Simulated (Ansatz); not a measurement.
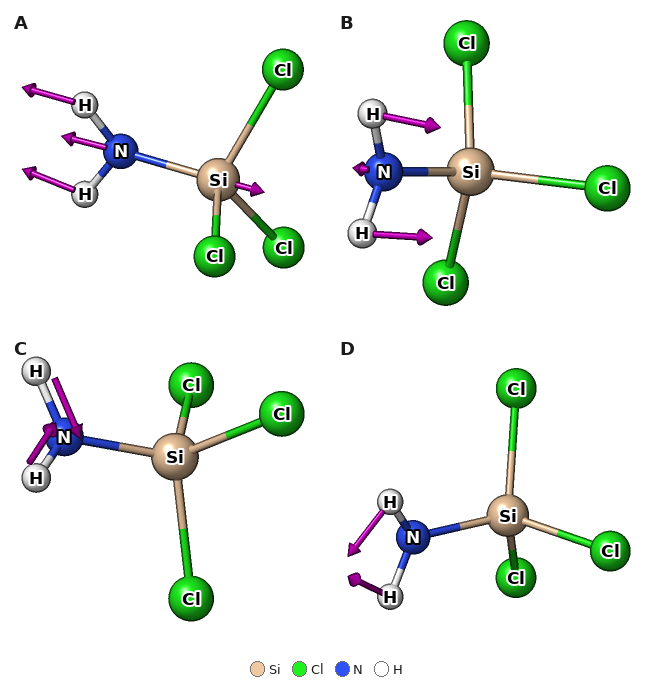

4 normal modes of one molecule or complex, as arrows. Harmonic vibrations computed with RKS PBE0-D4/def2-TZVP (Ansatz 0.2.0) at a stationary point of the same level.

Match the panels to the wavenumbers 331 cm⁻¹, 927 cm⁻¹, 1570 cm⁻¹, 3610 cm⁻¹.

A: 927 cm⁻¹, N–Si stretching
B: 331 cm⁻¹
C: 3610 cm⁻¹, in-phase stretching of 2 N–H bonds
D: 1570 cm⁻¹, angle bending
